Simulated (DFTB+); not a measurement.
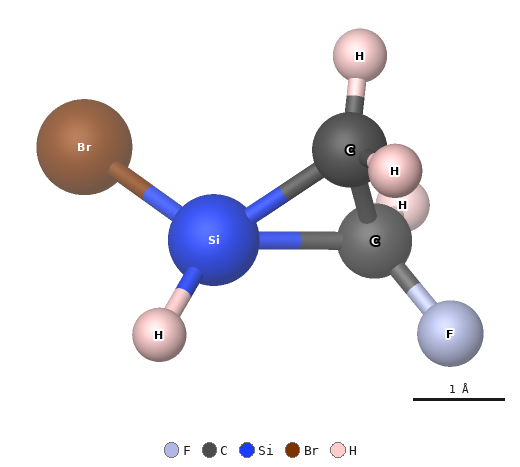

Figure 1. The input geometry (ball-and-stick view, seen at a tilt). Bond lengths as drawn: Br–Si 2.21 Å, C–C 1.54 Å, C–F 1.37 Å, C–H 1.08 to 1.09 Å, C–Si 1.88 to 1.89 Å and H–Si 1.44 Å.

C2H4BrFSi: geometry relaxation (part 1 of 3)

C2H4BrFSi, computed with GFN1-xTB, R-SCC, dispersion built in (DFTB+ 25.1).

The geometry comes from this level: GFN2-xTB.

## Input (dftb_in.hsd)
```
Geometry = GenFormat {
  <<< "mol.gen"
}

Driver = GeometryOptimisation {
  Optimiser = LBFGS {}
  MaxSteps = 100
  Convergence {
    GradElem = 0.001
  }
  AppendGeometries = Yes
}

Hamiltonian = xTB {
  Method = "GFN1-xTB"
}

Analysis {
  PrintForces = Yes
}

Options {
  WriteResultsTag = Yes
}

ParserOptions {
  ParserVersion = 14
}
```

## File mol.gen
```
9 C
F C Si Br H
   1  1     -0.115340     -1.235500     -1.683480
   2  2      0.204260     -0.138380     -0.926900
   3  2      0.729650     -0.462480      0.485780
   4  3     -0.935900      0.404250      0.478050
   5  4     -0.890810      2.573910      0.907440
   6  5      0.791680      0.542470     -1.536530
   7  5      0.774020     -1.520320      0.705430
   8  5      1.641200      0.041720      0.777950
   9  5     -2.198760     -0.205660      0.792250
```

Machine: 1 thread of AMD EPYC (Zen 5), 16 GiB of memory available, shared host.

Run as:
```bash
dftb+ > run.log
```

## Output
```
|  DFTB+ development version (commit: a23bfb2)

Reading input file 'dftb_in.hsd'
Parser version: 14

--------------------------------------------------------------------------------

Processed input in HSD format written to 'dftb_pin.hsd'

Starting initialization...
--------------------------------------------------------------------------------
OpenMP threads:              1
Chosen random seed:          360978203
Current stacksize:           unlimited
Mode:                        Geometry optimisation relaxation
Self consistent charges:     Yes
SCC-tolerance:                 0.100000E-04
Max. scc iterations:                    100
Shell resolved Hubbard:      Yes
Spin polarisation:           No
Nr. of up electrons:            15.000000
Nr. of down electrons:          15.000000
Periodic boundaries:         No
Electronic solver:           Relatively robust
Mixer:                       Broyden mixer
Mixing parameter:                  0.200000
Nr. of chrg. vec. in memory:            100
Max. SCC-cycles:                        100
Max. nr. of geometry steps:             100
tblite library version:      0.3.0
-> parametrization:          GFN1-xTB
-> repulsion:                Yes
-> dispersion:               Yes
-> halogen bonding:          Yes
-> electrostatics:           Yes
   -> isotropic:             Yes
   -> anisotropic:           No
   -> third-order:           Yes
Electronic temperature:              0.950045E-03 H      0.258520E-01 eV
Initial charges:             Set automatically (system chrg:   0.000E+00)
Included shells:             F:  s, p
                             C:  s, p
                            Si:  s, p, d
                            Br:  s, p, d
                             H:  s, s2
Extra options:
                             Mulliken analysis
                             Force calculation
Force type                   original

--------------------------------------------------------------------------------

***  Geometry step: 0

 iSCC Total electronic   Diff electronic      SCC error
    1   -0.17332639E+02    0.00000000E+00    0.12532405E+01
    2   -0.17362468E+02   -0.17332639E+02    0.95983087E+00
    3   -0.17356866E+02   -0.29828672E-01    0.25205161E+00
    4   -0.17365144E+02    0.56017765E-02    0.14985065E+00
    5   -0.17375098E+02   -0.82780011E-02    0.45860455E-01
    6   -0.17376062E+02   -0.99541364E-02    0.21838599E-01
    7   -0.17376206E+02   -0.96438026E-03    0.70925484E-02
    8   -0.17376211E+02   -0.14380853E-03    0.48678875E-02
    9   -0.17376221E+02   -0.48746974E-05    0.77977379E-03
   10   -0.17376221E+02   -0.98895643E-05    0.19189585E-03
   11   -0.17376221E+02   -0.19239958E-06    0.15381028E-03
   12   -0.17376221E+02    0.51129483E-08    0.66562854E-04
   13   -0.17376221E+02   -0.73689712E-08    0.19908115E-04
   14   -0.17376221E+02   -0.15515127E-08    0.13753311E-04
   15   -0.17376221E+02   -0.73001161E-10    0.13393176E-05

Total Energy:                      -17.2539380008 H         -469.5035 eV
Extrapolated to 0K:                -17.2539380008 H         -469.5035 eV
Total Mermin free energy:          -17.2539380008 H         -469.5035 eV
Force related energy:              -17.2539380008 H         -469.5035 eV

total energy  -1.7253938E+01 H       energy change -1.7253938E+01 H
gradient norm  4.5176462E-02 H/a0    max. gradient  2.6228512E-02 H/a0
step length    0.0000000E+00 a0      max. step      0.0000000E+00 a0

--------------------------------------------------------------------------------

***  Geometry step: 1

 iSCC Total electronic   Diff electronic      SCC error
    1   -0.17375877E+02    0.00000000E+00    0.14509855E-01
    2   -0.17375879E+02    0.34434995E-03    0.10366485E-01
    3   -0.17375880E+02   -0.20592935E-05    0.19515965E-02
    4   -0.17375880E+02   -0.96301897E-06    0.88432554E-03
    5   -0.17375880E+02   -0.15128612E-06    0.34181054E-03
    6   -0.17375880E+02   -0.28793629E-07    0.58718843E-04
    7   -0.17375880E+02   -0.53618940E-08    0.27628879E-04
    8   -0.17375880E+02   -0.25645974E-09    0.66472107E-05

Total Energy:                      -17.2556712126 H         -469.5507 eV
Extrapolated to 0K:                -17.2556712126 H         -469.5507 eV
Total Mermin free energy:          -17.2556712126 H         -469.5507 eV
Force related energy:              -17.2556712126 H         -469.5507 eV

total energy  -1.7255671E+01 H       energy change -1.7332118E-03 H
gradient norm  3.2251680E-02 H/a0    max. gradient  1.9223972E-02 H/a0
step length    4.5176462E-02 a0      max. step      2.6228512E-02 a0

--------------------------------------------------------------------------------

***  Geometry step: 2

 iSCC Total electronic   Diff electronic      SCC error
    1   -0.17372830E+02    0.00000000E+00    0.28628745E-01
    2   -0.17372840E+02    0.30502023E-02    0.21763953E-01
    3   -0.17372844E+02   -0.10159247E-04    0.38655147E-02
    4   -0.17372845E+02   -0.36563638E-05    0.20061480E-02
    5   -0.17372846E+02   -0.17820208E-05    0.64204336E-03
    6   -0.17372846E+02   -0.12930411E-06    0.18823403E-03
    7   -0.17372846E+02   -0.13115912E-07    0.49752843E-04
    8   -0.17372846E+02   -0.30285250E-08    0.18643233E-04
    9   -0.17372846E+02   -0.55153038E-09    0.53271313E-05

Total Energy:                      -17.2577974583 H         -469.6086 eV
Extrapolated to 0K:                -17.2577974583 H         -469.6086 eV
Total Mermin free energy:          -17.2577974583 H         -469.6086 eV
Force related energy:              -17.2577974583 H         -469.6086 eV

total energy  -1.7257797E+01 H       energy change -2.1262457E-03 H
gradient norm  1.3625344E-02 H/a0    max. gradient  5.8638455E-03 H/a0
step length    1.1674826E-01 a0      max. step      6.9535999E-02 a0

--------------------------------------------------------------------------------

***  Geometry step: 3

 iSCC Total electronic   Diff electronic      SCC error
    1   -0.17372274E+02    0.00000000E+00    0.58037976E-02
    2   -0.17372277E+02    0.57186537E-03    0.40718847E-02
    3   -0.17372277E+02   -0.32557030E-05    0.19207904E-02
    4   -0.17372277E+02   -0.37346226E-06    0.68473430E-03
    5   -0.17372277E+02   -0.22651403E-07    0.10809671E-03
    6   -0.17372277E+02   -0.26753249E-07    0.51773560E-04
    7   -0.17372277E+02   -0.22653346E-08    0.84690900E-05

Total Energy:                      -17.2580311881 H         -469.6149 eV
Extrapolated to 0K:                -17.2580311881 H         -469.6149 eV
Total Mermin free energy:          -17.2580311881 H         -469.6149 eV
Force related energy:              -17.2580311881 H         -469.6149 eV

total energy  -1.7258031E+01 H       energy change -2.3372974E-04 H
gradient norm  1.1167792E-02 H/a0    max. gradient  4.7609823E-03 H/a0
step length    2.9955493E-02 a0      max. step      1.4275240E-02 a0

--------------------------------------------------------------------------------

***  Geometry step: 4

 iSCC Total electronic   Diff electronic      SCC error
    1   -0.17372116E+02    0.00000000E+00    0.61232282E-02
    2   -0.17372125E+02    0.16164686E-03    0.37954342E-02
    3   -0.17372126E+02   -0.94447377E-05    0.22759653E-02
    4   -0.17372126E+02   -0.75635655E-06    0.94476289E-03
    5   -0.17372126E+02   -0.51780749E-07    0.17627569E-03
    6   -0.17372126E+02   -0.31841733E-07    0.65758233E-04
    7   -0.17372126E+02   -0.59726872E-08    0.17414924E-04
    8   -0.17372126E+02   -0.18378543E-09    0.73388739E-05

Total Energy:                      -17.2582768518 H         -469.6216 eV
Extrapolated to 0K:                -17.2582768518 H         -469.6216 eV
Total Mermin free energy:          -17.2582768518 H         -469.6216 eV
Force related energy:              -17.2582768518 H         -469.6216 eV

total energy  -1.7258277E+01 H       energy change -2.4566371E-04 H
gradient norm  9.9801636E-03 H/a0    max. gradient  4.2851116E-03 H/a0
step length    4.2020223E-02 a0      max. step      1.4854179E-02 a0

--------------------------------------------------------------------------------

***  Geometry step: 5

 iSCC Total electronic   Diff electronic      SCC error
    1   -0.17372596E+02    0.00000000E+00    0.43918986E-02
    2   -0.17372601E+02   -0.46988591E-03    0.15663114E-02
    3   -0.17372602E+02   -0.54253725E-05    0.93817208E-03
    4   -0.17372602E+02   -0.39053737E-06    0.39598432E-03
    5   -0.17372602E+02   -0.13019875E-07    0.82771959E-04
    6   -0.17372602E+02   -0.57580039E-08    0.27159229E-04
    7   -0.17372602E+02   -0.89709218E-09    0.53244188E-05

Total Energy:                      -17.2584647339 H         -469.6267 eV
Extrapolated to 0K:                -17.2584647339 H         -469.6267 eV
Total Mermin free energy:          -17.2584647339 H         -469.6267 eV
Force related energy:              -17.2584647339 H         -469.6267 eV

total energy  -1.7258465E+01 H       energy change -1.8788212E-04 H
gradient norm  1.0007094E-02 H/a0    max. gradient  5.9338861E-03 H/a0
step length    3.7888849E-02 a0      max. step      1.4500119E-02 a0

--------------------------------------------------------------------------------

***  Geometry step: 6

 iSCC Total electronic   Diff electronic      SCC error
    1   -0.17373717E+02    0.00000000E+00    0.45125035E-02
    2   -0.17373722E+02   -0.11153173E-02    0.16517948E-02
    3   -0.17373722E+02   -0.47437899E-05    0.68829480E-03
    4   -0.17373722E+02   -0.54967702E-06    0.35881752E-03
    5   -0.17373722E+02   -0.61667471E-08    0.13999398E-03
    6   -0.17373722E+02   -0.10838662E-07    0.16716628E-04
    7   -0.17373722E+02   -0.31036294E-08    0.65798631E-05

Total Energy:                      -17.2586733655 H         -469.6324 eV
Extrapolated to 0K:                -17.2586733655 H         -469.6324 eV
Total Mermin free energy:          -17.2586733655 H         -469.6324 eV
Force related energy:              -17.2586733655 H         -469.6324 eV

total energy  -1.7258673E+01 H       energy change -2.0863158E-04 H
gradient norm  8.3263233E-03 H/a0    max. gradient  4.6338929E-03 H/a0
step length    5.1643051E-02 a0      max. step      1.8620088E-02 a0

--------------------------------------------------------------------------------

***  Geometry step: 7

 iSCC Total electronic   Diff electronic      SCC error
    1   -0.17374526E+02    0.00000000E+00    0.29453038E-02
    2   -0.17374527E+02   -0.80338804E-03    0.18073042E-02
    3   -0.17374527E+02   -0.84414332E-06    0.69774258E-03
    4   -0.17374527E+02   -0.27222274E-06    0.38748103E-03
    5   -0.17374527E+02    0.12547332E-08    0.80811358E-04
    6   -0.17374527E+02   -0.22891907E-07    0.26366035E-04
    7   -0.17374527E+02   -0.18235298E-08    0.66907850E-05

Total Energy:                      -17.2587673685 H         -469.6350 eV
Extrapolated to 0K:                -17.2587673685 H         -469.6350 eV
Total Mermin free energy:          -17.2587673685 H         -469.6350 eV
Force related energy:              -17.2587673685 H         -469.6350 eV

total energy  -1.7258767E+01 H       energy change -9.4003077E-05 H
gradient norm  5.5211138E-03 H/a0    max. gradient  2.1040003E-03 H/a0
step length    2.9704397E-02 a0      max. step      1.0754179E-02 a0

--------------------------------------------------------------------------------

***  Geometry step: 8

 iSCC Total electronic   Diff electronic      SCC error
    1   -0.17374708E+02    0.00000000E+00    0.24069524E-02
    2   -0.17374709E+02   -0.18080802E-03    0.12574389E-02
    3   -0.17374709E+02   -0.96584612E-06    0.73406992E-03
    4   -0.17374709E+02   -0.93286687E-07    0.27946597E-03
    5   -0.17374709E+02   -0.85168246E-08    0.62312980E-04
    6   -0.17374709E+02   -0.74737159E-08    0.15470802E-04
    7   -0.17374709E+02   -0.74729556E-09    0.45155878E-05

Total Energy:                      -17.2588072398 H         -469.6360 eV
Extrapolated to 0K:                -17.2588072398 H         -469.6360 eV
Total Mermin free energy:          -17.2588072398 H         -469.6360 eV
Force related energy:              -17.2588072398 H         -469.6360 eV

total energy  -1.7258807E+01 H       energy change -3.9871251E-05 H
gradient norm  4.4705232E-03 H/a0    max. gradient  1.9323026E-03 H/a0
step length    1.3856935E-02 a0      max. step      5.5145211E-03 a0

--------------------------------------------------------------------------------

***  Geometry step: 9

 iSCC Total electronic   Diff electronic      SCC error
    1   -0.17374512E+02    0.00000000E+00    0.18586450E-02
    2   -0.17374513E+02    0.19635816E-03    0.90998899E-03
    3   -0.17374513E+02   -0.93576489E-06    0.60698272E-03
    4   -0.17374513E+02   -0.52074089E-07    0.18803905E-03
    5   -0.17374513E+02   -0.19964901E-08    0.65555437E-04
    6   -0.17374513E+02   -0.37595917E-08    0.11973860E-04
    7   -0.17374513E+02   -0.74547302E-09    0.22539685E-05

Total Energy:                      -17.2588448422 H         -469.6371 eV
Extrapolated to 0K:                -17.2588448422 H         -469.6371 eV
Total Mermin free energy:          -17.2588448422 H         -469.6371 eV
Force related energy:              -17.2588448422 H         -469.6371 eV
```
